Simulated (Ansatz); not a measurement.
Run report: Ge2H5F, molecular dynamics (part 1 of 4)

- system: Ge2H5F
- method: RKS B3LYP/def2-SVP (Ansatz 0.2.0)

It belongs to a series of runs on one base structure; here: dynamics from the highest image of the converged band. Figures and captions count atoms from 1; the log counts them from 0 in places.

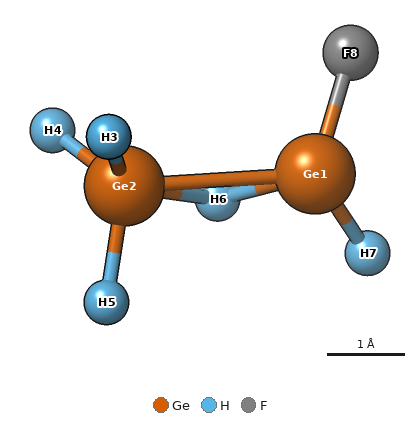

The structure as given in the input (ball-and-stick view, seen at a tilt; atoms are numbered from 1 in the order of the input). Sticks mark near contacts. Bond lengths as drawn: F–Ge 1.77 Å, Ge–Ge 2.52 Å and Ge–H 1.54 to 1.95 Å.

### Results in brief

| quantity | value |
| --- | --- |
| outcome | finished |
| mean temperature over the second half | 968 K |
| trajectory | 200 steps, 100 fs |
| ensemble | nve |
| temperature in the input | 300.0 K |
| time step | 0.5 fs |
| potential energy (last step) | −115820.4659 eV |
| mean-field energy (last step) | −115820.4659 eV |
| largest force (length of the vector) (last step) | 0.552 eV/Å |
| hardware | 2 threads of Arm Neoverse V2, 24 GiB of memory available, shared host |
| wall time | 7.5 min (CPU time 14 min) |
| peak memory | 0.24 GiB |

### Notes

So short a trajectory is not equilibrated.

### Input file
```yaml
crystal:
  periodic: [false, false, false]
  atoms:
    - { symbol: Ge, position_ang: [-0.344927, 0.165635, 0.234932] }
    - { symbol: Ge, position_ang: [1.176676, -0.047223, 2.227262] }
    - { symbol: H, position_ang: [0.233244, -0.541694, 3.353299] }
    - { symbol: H, position_ang: [2.363818, -1.026265, 2.149533] }
    - { symbol: H, position_ang: [1.606702, 1.407704, 2.476344] }
    - { symbol: H, position_ang: [1.403508, 0.137683, 0.2954] }
    - { symbol: H, position_ang: [0.033124, 1.178978, -0.889763] }
    - { symbol: F, position_ang: [-0.535946, -1.380916, -0.604507] }
basis:
  gaussian: { orbitals: def2-SVP }
hamiltonian:
  xc: b3lyp
md:
  timestep: 0.5
  n_steps: 200
  ensemble: nve
  temperature: 300.0
  initial_velocities: maxwell_boltzmann
  seed: 8445
```

Launched with:
```bash
ansatz run input.yaml --threads 2 --pin off --max-ram 3072MiB --backend cpu --events-out ev --progress --plain --runs-dir out
```

### What the program printed
```
Engine: ansatz 0.2.0, aarch64-unknown-linux-gnu
Functional definition: B3LYP
  parameter a0 = 0.2
  parameter ax = 0.72
  parameter ac = 0.81
  exchange = (1 - a0 - ax)*slater_x + ax*b88_x + a0*exact_x
  correlation = (1 - ac)*vwn_rpa_c + ac*lyp_c
1093 factors; integrals over basis functions are off by at most 4.4e-4 eV
mean field evaluation 1: about -115817.5962 eV, gradient 3.9e1 eV
mean field evaluation 2: about -115811.0449 eV, gradient 7.6e1 eV
mean field evaluation 4: about -115819.8477 eV, gradient 2.5e0 eV
mean field evaluation 8: about -115819.8640 eV, gradient 3.6e-2 eV
mean field -115819.86395630 eV, -4256.3014948705 hartree, gradient 1.6e-5 eV, S^2 0.000000; 0 other end points of the search recorded, 0 dependent functions left out
the calculation of the forces begins
reference -115819.86420860 eV, -4256.3015041423 hartree; 39, 39 occupied and 64, 64 virtual orbitals, 1093 factors
md step     0: t =     0.00 fs  T =   300.0 K  F+E_penalty+E_count = -115819.86395630 eV  E_kin = 0.232668 eV  conserved = -115819.63128830 eV  (25 SCF iters)
these checks for a lower state are left out or cut short: starts, cluster_reference, orbital_swaps, neighbouring_geometries, increment
1093 factors; integrals over basis functions are off by at most 4.4e-4 eV
mean field evaluation 16: about -115819.8567 eV, gradient 6.2e-1 eV
mean field -115819.86270176 eV, -4256.3014487672 hartree, gradient 7.6e-5 eV, S^2 0.000000; 0 other end points of the search recorded, 0 dependent functions left out
the calculation of the forces begins
reference -115819.86295382 eV, -4256.3014580302 hartree; 39, 39 occupied and 64, 64 virtual orbitals, 1093 factors
md step     1: t =     0.50 fs  T =   298.4 K  F+E_penalty+E_count = -115819.86270176 eV  E_kin = 0.231419 eV  conserved = -115819.63128249 eV  (26 SCF iters)
[... from here on the SCF iterations and repeated set-up lines of each step are left out, up to the last step ...]
md step     2: t =     1.00 fs  T =   293.7 K  F+E_penalty+E_count = -115819.85905333 eV  E_kin = 0.227784 eV  conserved = -115819.63126927 eV  (27 SCF iters)
md step     3: t =     1.50 fs  T =   286.2 K  F+E_penalty+E_count = -115819.85321132 eV  E_kin = 0.221961 eV  conserved = -115819.63125023 eV  (26 SCF iters)
md step     4: t =     2.00 fs  T =   276.2 K  F+E_penalty+E_count = -115819.84547032 eV  E_kin = 0.214244 eV  conserved = -115819.63122642 eV  (26 SCF iters)
md step     5: t =     2.50 fs  T =   264.3 K  F+E_penalty+E_count = -115819.83619089 eV  E_kin = 0.204989 eV  conserved = -115819.63120187 eV  (26 SCF iters)
md step     6: t =     3.00 fs  T =   250.9 K  F+E_penalty+E_count = -115819.82575598 eV  E_kin = 0.194578 eV  conserved = -115819.63117828 eV  (26 SCF iters)
md step     7: t =     3.50 fs  T =   236.4 K  F+E_penalty+E_count = -115819.81453500 eV  E_kin = 0.183377 eV  conserved = -115819.63115774 eV  (26 SCF iters)
md step     8: t =     4.00 fs  T =   221.4 K  F+E_penalty+E_count = -115819.80285002 eV  E_kin = 0.171709 eV  conserved = -115819.63114135 eV  (26 SCF iters)
md step     9: t =     4.50 fs  T =   206.1 K  F+E_penalty+E_count = -115819.79095562 eV  E_kin = 0.159826 eV  conserved = -115819.63112995 eV  (26 SCF iters)
md step    10: t =     5.00 fs  T =   190.7 K  F+E_penalty+E_count = -115819.77903132 eV  E_kin = 0.147909 eV  conserved = -115819.63112274 eV  (25 SCF iters)
md step    11: t =     5.50 fs  T =   175.5 K  F+E_penalty+E_count = -115819.76719116 eV  E_kin = 0.136073 eV  conserved = -115819.63111839 eV  (24 SCF iters)
md step    12: t =     6.00 fs  T =   160.4 K  F+E_penalty+E_count = -115819.75550418 eV  E_kin = 0.124389 eV  conserved = -115819.63111518 eV  (23 SCF iters)
md step    13: t =     6.50 fs  T =   145.6 K  F+E_penalty+E_count = -115819.74402162 eV  E_kin = 0.112910 eV  conserved = -115819.63111123 eV  (24 SCF iters)
md step    14: t =     7.00 fs  T =   131.1 K  F+E_penalty+E_count = -115819.73280545 eV  E_kin = 0.101700 eV  conserved = -115819.63110508 eV  (24 SCF iters)
md step    15: t =     7.50 fs  T =   117.1 K  F+E_penalty+E_count = -115819.72195176 eV  E_kin = 0.090856 eV  conserved = -115819.63109590 eV  (24 SCF iters)
md step    16: t =     8.00 fs  T =   103.8 K  F+E_penalty+E_count = -115819.71160522 eV  E_kin = 0.080522 eV  conserved = -115819.63108333 eV  (24 SCF iters)
md step    17: t =     8.50 fs  T =    91.4 K  F+E_penalty+E_count = -115819.70196325 eV  E_kin = 0.070895 eV  conserved = -115819.63106791 eV  (23 SCF iters)
md step    18: t =     9.00 fs  T =    80.2 K  F+E_penalty+E_count = -115819.69326867 eV  E_kin = 0.062218 eV  conserved = -115819.63105062 eV  (24 SCF iters)
md step    19: t =     9.50 fs  T =    70.6 K  F+E_penalty+E_count = -115819.68579354 eV  E_kin = 0.054761 eV  conserved = -115819.63103297 eV  (24 SCF iters)
md step    20: t =    10.00 fs  T =    62.9 K  F+E_penalty+E_count = -115819.67981636 eV  E_kin = 0.048799 eV  conserved = -115819.63101701 eV  (26 SCF iters)
md step    21: t =    10.50 fs  T =    57.5 K  F+E_penalty+E_count = -115819.67559435 eV  E_kin = 0.044591 eV  conserved = -115819.63100353 eV  (25 SCF iters)
md step    22: t =    11.00 fs  T =    54.6 K  F+E_penalty+E_count = -115819.67333997 eV  E_kin = 0.042345 eV  conserved = -115819.63099454 eV  (24 SCF iters)
md step    23: t =    11.50 fs  T =    54.4 K  F+E_penalty+E_count = -115819.67319621 eV  E_kin = 0.042205 eV  conserved = -115819.63099105 eV  (25 SCF iters)
md step    24: t =    12.00 fs  T =    57.0 K  F+E_penalty+E_count = -115819.67522035 eV  E_kin = 0.044227 eV  conserved = -115819.63099331 eV  (25 SCF iters)
md step    25: t =    12.50 fs  T =    62.4 K  F+E_penalty+E_count = -115819.67937607 eV  E_kin = 0.048375 eV  conserved = -115819.63100120 eV  (23 SCF iters)
md step    26: t =    13.00 fs  T =    70.3 K  F+E_penalty+E_count = -115819.68553485 eV  E_kin = 0.054520 eV  conserved = -115819.63101450 eV  (23 SCF iters)
md step    27: t =    13.50 fs  T =    80.5 K  F+E_penalty+E_count = -115819.69348599 eV  E_kin = 0.062454 eV  conserved = -115819.63103222 eV  (24 SCF iters)
md step    28: t =    14.00 fs  T =    92.7 K  F+E_penalty+E_count = -115819.70295507 eV  E_kin = 0.071903 eV  conserved = -115819.63105170 eV  (24 SCF iters)
md step    29: t =    14.50 fs  T =   106.5 K  F+E_penalty+E_count = -115819.71363289 eV  E_kin = 0.082561 eV  conserved = -115819.63107177 eV  (24 SCF iters)
md step    30: t =    15.00 fs  T =   121.3 K  F+E_penalty+E_count = -115819.72520256 eV  E_kin = 0.094112 eV  conserved = -115819.63109078 eV  (24 SCF iters)
md step    31: t =    15.50 fs  T =   137.0 K  F+E_penalty+E_count = -115819.73736832 eV  E_kin = 0.106261 eV  conserved = -115819.63110711 eV  (24 SCF iters)
md step    32: t =    16.00 fs  T =   153.1 K  F+E_penalty+E_count = -115819.74987924 eV  E_kin = 0.118759 eV  conserved = -115819.63111974 eV  (27 SCF iters)
md step    33: t =    16.50 fs  T =   169.4 K  F+E_penalty+E_count = -115819.76254384 eV  E_kin = 0.131415 eV  conserved = -115819.63112863 eV  (26 SCF iters)
md step    34: t =    17.00 fs  T =   185.8 K  F+E_penalty+E_count = -115819.77523275 eV  E_kin = 0.144098 eV  conserved = -115819.63113492 eV  (26 SCF iters)
md step    35: t =    17.50 fs  T =   202.1 K  F+E_penalty+E_count = -115819.78786649 eV  E_kin = 0.156727 eV  conserved = -115819.63113916 eV  (27 SCF iters)
md step    36: t =    18.00 fs  T =   218.2 K  F+E_penalty+E_count = -115819.80039610 eV  E_kin = 0.169252 eV  conserved = -115819.63114375 eV  (26 SCF iters)
md step    37: t =    18.50 fs  T =   234.2 K  F+E_penalty+E_count = -115819.81277196 eV  E_kin = 0.181621 eV  conserved = -115819.63115094 eV  (26 SCF iters)
md step    38: t =    19.00 fs  T =   249.8 K  F+E_penalty+E_count = -115819.82491267 eV  E_kin = 0.193750 eV  conserved = -115819.63116268 eV  (26 SCF iters)
md step    39: t =    19.50 fs  T =   265.0 K  F+E_penalty+E_count = -115819.83667732 eV  E_kin = 0.205498 eV  conserved = -115819.63117889 eV  (26 SCF iters)
md step    40: t =    20.00 fs  T =   279.4 K  F+E_penalty+E_count = -115819.84785403 eV  E_kin = 0.216654 eV  conserved = -115819.63120043 eV  (26 SCF iters)
md step    41: t =    20.50 fs  T =   292.6 K  F+E_penalty+E_count = -115819.85815909 eV  E_kin = 0.226933 eV  conserved = -115819.63122586 eV  (26 SCF iters)
md step    42: t =    21.00 fs  T =   304.3 K  F+E_penalty+E_count = -115819.86725907 eV  E_kin = 0.236006 eV  conserved = -115819.63125301 eV  (26 SCF iters)
md step    43: t =    21.50 fs  T =   314.0 K  F+E_penalty+E_count = -115819.87480791 eV  E_kin = 0.243530 eV  conserved = -115819.63127793 eV  (26 SCF iters)
md step    44: t =    22.00 fs  T =   321.3 K  F+E_penalty+E_count = -115819.88050101 eV  E_kin = 0.249204 eV  conserved = -115819.63129682 eV  (26 SCF iters)
md step    45: t =    22.50 fs  T =   326.0 K  F+E_penalty+E_count = -115819.88413479 eV  E_kin = 0.252829 eV  conserved = -115819.63130614 eV  (26 SCF iters)
md step    46: t =    23.00 fs  T =   328.0 K  F+E_penalty+E_count = -115819.88566486 eV  E_kin = 0.254363 eV  conserved = -115819.63130211 eV  (26 SCF iters)
md step    47: t =    23.50 fs  T =   327.5 K  F+E_penalty+E_count = -115819.88525667 eV  E_kin = 0.253974 eV  conserved = -115819.63128272 eV  (26 SCF iters)
md step    48: t =    24.00 fs  T =   325.0 K  F+E_penalty+E_count = -115819.88331464 eV  E_kin = 0.252067 eV  conserved = -115819.63124760 eV  (26 SCF iters)
md step    49: t =    24.50 fs  T =   321.4 K  F+E_penalty+E_count = -115819.88048428 eV  E_kin = 0.249285 eV  conserved = -115819.63119896 eV  (26 SCF iters)
md step    50: t =    25.00 fs  T =   317.8 K  F+E_penalty+E_count = -115819.87761681 eV  E_kin = 0.246476 eV  conserved = -115819.63114058 eV  (26 SCF iters)
md step    51: t =    25.50 fs  T =   315.4 K  F+E_penalty+E_count = -115819.87569738 eV  E_kin = 0.244618 eV  conserved = -115819.63107891 eV  (26 SCF iters)
md step    52: t =    26.00 fs  T =   315.5 K  F+E_penalty+E_count = -115819.87573821 eV  E_kin = 0.244715 eV  conserved = -115819.63102367 eV  (26 SCF iters)
md step    53: t =    26.50 fs  T =   319.3 K  F+E_penalty+E_count = -115819.87864266 eV  E_kin = 0.247660 eV  conserved = -115819.63098278 eV  (26 SCF iters)
md step    54: t =    27.00 fs  T =   327.6 K  F+E_penalty+E_count = -115819.88507286 eV  E_kin = 0.254109 eV  conserved = -115819.63096400 eV  (26 SCF iters)
md step    55: t =    27.50 fs  T =   340.9 K  F+E_penalty+E_count = -115819.89533459 eV  E_kin = 0.264364 eV  conserved = -115819.63097103 eV  (27 SCF iters)
md step    56: t =    28.00 fs  T =   358.8 K  F+E_penalty+E_count = -115819.90931401 eV  E_kin = 0.278309 eV  conserved = -115819.63100503 eV  (26 SCF iters)
md step    57: t =    28.50 fs  T =   380.9 K  F+E_penalty+E_count = -115819.92647237 eV  E_kin = 0.295411 eV  conserved = -115819.63106161 eV  (26 SCF iters)
md step    58: t =    29.00 fs  T =   405.9 K  F+E_penalty+E_count = -115819.94591126 eV  E_kin = 0.314778 eV  conserved = -115819.63113314 eV  (26 SCF iters)
md step    59: t =    29.50 fs  T =   432.3 K  F+E_penalty+E_count = -115819.96648959 eV  E_kin = 0.335280 eV  conserved = -115819.63121001 eV  (26 SCF iters)
md step    60: t =    30.00 fs  T =   458.6 K  F+E_penalty+E_count = -115819.98697153 eV  E_kin = 0.355689 eV  conserved = -115819.63128288 eV  (26 SCF iters)
md step    61: t =    30.50 fs  T =   483.3 K  F+E_penalty+E_count = -115820.00617694 eV  E_kin = 0.374832 eV  conserved = -115819.63134485 eV  (27 SCF iters)
md step    62: t =    31.00 fs  T =   505.1 K  F+E_penalty+E_count = -115820.02310481 eV  E_kin = 0.391717 eV  conserved = -115819.63138783 eV  (26 SCF iters)
md step    63: t =    31.50 fs  T =   523.0 K  F+E_penalty+E_count = -115820.03703099 eV  E_kin = 0.405620 eV  conserved = -115819.63141079 eV  (26 SCF iters)
md step    64: t =    32.00 fs  T =   536.6 K  F+E_penalty+E_count = -115820.04754678 eV  E_kin = 0.416134 eV  conserved = -115819.63141321 eV  (26 SCF iters)
md step    65: t =    32.50 fs  T =   545.6 K  F+E_penalty+E_count = -115820.05456476 eV  E_kin = 0.423167 eV  conserved = -115819.63139791 eV  (26 SCF iters)
md step    66: t =    33.00 fs  T =   550.5 K  F+E_penalty+E_count = -115820.05828415 eV  E_kin = 0.426916 eV  conserved = -115819.63136840 eV  (26 SCF iters)
md step    67: t =    33.50 fs  T =   551.6 K  F+E_penalty+E_count = -115820.05913531 eV  E_kin = 0.427805 eV  conserved = -115819.63133002 eV  (26 SCF iters)
md step    68: t =    34.00 fs  T =   549.8 K  F+E_penalty+E_count = -115820.05770606 eV  E_kin = 0.426420 eV  conserved = -115819.63128632 eV  (26 SCF iters)
md step    69: t =    34.50 fs  T =   546.0 K  F+E_penalty+E_count = -115820.05467216 eV  E_kin = 0.423429 eV  conserved = -115819.63124285 eV  (26 SCF iters)
md step    70: t =    35.00 fs  T =   540.9 K  F+E_penalty+E_count = -115820.05072473 eV  E_kin = 0.419523 eV  conserved = -115819.63120172 eV  (26 SCF iters)
md step    71: t =    35.50 fs  T =   535.6 K  F+E_penalty+E_count = -115820.04651999 eV  E_kin = 0.415354 eV  conserved = -115819.63116593 eV  (26 SCF iters)
md step    72: t =    36.00 fs  T =   530.6 K  F+E_penalty+E_count = -115820.04263871 eV  E_kin = 0.411502 eV  conserved = -115819.63113659 eV  (25 SCF iters)
md step    73: t =    36.50 fs  T =   526.7 K  F+E_penalty+E_count = -115820.03956681 eV  E_kin = 0.408453 eV  conserved = -115819.63111390 eV  (26 SCF iters)
md step    74: t =    37.00 fs  T =   524.3 K  F+E_penalty+E_count = -115820.03769030 eV  E_kin = 0.406593 eV  conserved = -115819.63109749 eV  (25 SCF iters)
md step    75: t =    37.50 fs  T =   523.8 K  F+E_penalty+E_count = -115820.03729926 eV  E_kin = 0.406212 eV  conserved = -115819.63108680 eV  (25 SCF iters)
md step    76: t =    38.00 fs  T =   525.4 K  F+E_penalty+E_count = -115820.03859422 eV  E_kin = 0.407512 eV  conserved = -115819.63108179 eV  (25 SCF iters)
md step    77: t =    38.50 fs  T =   529.4 K  F+E_penalty+E_count = -115820.04168651 eV  E_kin = 0.410603 eV  conserved = -115819.63108316 eV  (25 SCF iters)
md step    78: t =    39.00 fs  T =   535.7 K  F+E_penalty+E_count = -115820.04658728 eV  E_kin = 0.415495 eV  conserved = -115819.63109256 eV  (25 SCF iters)
md step    79: t =    39.50 fs  T =   544.2 K  F+E_penalty+E_count = -115820.05318360 eV  E_kin = 0.422071 eV  conserved = -115819.63111302 eV  (25 SCF iters)
md step    80: t =    40.00 fs  T =   554.5 K  F+E_penalty+E_count = -115820.06120114 eV  E_kin = 0.430054 eV  conserved = -115819.63114672 eV  (25 SCF iters)
md step    81: t =    40.50 fs  T =   566.0 K  F+E_penalty+E_count = -115820.07016827 eV  E_kin = 0.438972 eV  conserved = -115819.63119585 eV  (25 SCF iters)
md step    82: t =    41.00 fs  T =   577.8 K  F+E_penalty+E_count = -115820.07939003 eV  E_kin = 0.448129 eV  conserved = -115819.63126090 eV  (25 SCF iters)
md step    83: t =    41.50 fs  T =   588.8 K  F+E_penalty+E_count = -115820.08795299 eV  E_kin = 0.456615 eV  conserved = -115819.63133767 eV  (27 SCF iters)
md step    84: t =    42.00 fs  T =   597.5 K  F+E_penalty+E_count = -115820.09478698 eV  E_kin = 0.463369 eV  conserved = -115819.63141753 eV  (25 SCF iters)
md step    85: t =    42.50 fs  T =   602.5 K  F+E_penalty+E_count = -115820.09880050 eV  E_kin = 0.467312 eV  conserved = -115819.63148830 eV  (25 SCF iters)
md step    86: t =    43.00 fs  T =   602.9 K  F+E_penalty+E_count = -115820.09908892 eV  E_kin = 0.467558 eV  conserved = -115819.63153070 eV  (25 SCF iters)
md step    87: t =    43.50 fs  T =   597.9 K  F+E_penalty+E_count = -115820.09521099 eV  E_kin = 0.463685 eV  conserved = -115819.63152614 eV  (25 SCF iters)
md step    88: t =    44.00 fs  T =   588.0 K  F+E_penalty+E_count = -115820.08746352 eV  E_kin = 0.456003 eV  conserved = -115819.63146053 eV  (25 SCF iters)
md step    89: t =    44.50 fs  T =   574.7 K  F+E_penalty+E_count = -115820.07707089 eV  E_kin = 0.445737 eV  conserved = -115819.63133366 eV  (25 SCF iters)
md step    90: t =    45.00 fs  T =   560.9 K  F+E_penalty+E_count = -115820.06616983 eV  E_kin = 0.435006 eV  conserved = -115819.63116379 eV  (25 SCF iters)
md step    91: t =    45.50 fs  T =   550.0 K  F+E_penalty+E_count = -115820.05750961 eV  E_kin = 0.426522 eV  conserved = -115819.63098755 eV  (25 SCF iters)
md step    92: t =    46.00 fs  T =   545.4 K  F+E_penalty+E_count = -115820.05387579 eV  E_kin = 0.423022 eV  conserved = -115819.63085343 eV  (25 SCF iters)
md step    93: t =    46.50 fs  T =   550.0 K  F+E_penalty+E_count = -115820.05736720 eV  E_kin = 0.426566 eV  conserved = -115819.63080098 eV  (26 SCF iters)
md step    94: t =    47.00 fs  T =   564.7 K  F+E_penalty+E_count = -115820.06878619 eV  E_kin = 0.437937 eV  conserved = -115819.63084895 eV  (26 SCF iters)
md step    95: t =    47.50 fs  T =   588.5 K  F+E_penalty+E_count = -115820.08736768 eV  E_kin = 0.456384 eV  conserved = -115819.63098357 eV  (26 SCF iters)
md step    96: t =    48.00 fs  T =   618.7 K  F+E_penalty+E_count = -115820.11097773 eV  E_kin = 0.479809 eV  conserved = -115819.63116826 eV  (26 SCF iters)
md step    97: t =    48.50 fs  T =   651.6 K  F+E_penalty+E_count = -115820.13668382 eV  E_kin = 0.505329 eV  conserved = -115819.63135460 eV  (26 SCF iters)
md step    98: t =    49.00 fs  T =   683.4 K  F+E_penalty+E_count = -115820.16148548 eV  E_kin = 0.529983 eV  conserved = -115819.63150217 eV  (26 SCF iters)
md step    99: t =    49.50 fs  T =   710.9 K  F+E_penalty+E_count = -115820.18294223 eV  E_kin = 0.551354 eV  conserved = -115819.63158777 eV  (26 SCF iters)
md step   100: t =    50.00 fs  T =   732.3 K  F+E_penalty+E_count = -115820.19954540 eV  E_kin = 0.567937 eV  conserved = -115819.63160841 eV  (26 SCF iters)
md step   101: t =    50.50 fs  T =   746.8 K  F+E_penalty+E_count = -115820.21079732 eV  E_kin = 0.579223 eV  conserved = -115819.63157442 eV  (26 SCF iters)
md step   102: t =    51.00 fs  T =   755.0 K  F+E_penalty+E_count = -115820.21707225 eV  E_kin = 0.585569 eV  conserved = -115819.63150288 eV  (26 SCF iters)
md step   103: t =    51.50 fs  T =   758.1 K  F+E_penalty+E_count = -115820.21936136 eV  E_kin = 0.587950 eV  conserved = -115819.63141146 eV  (26 SCF iters)
```
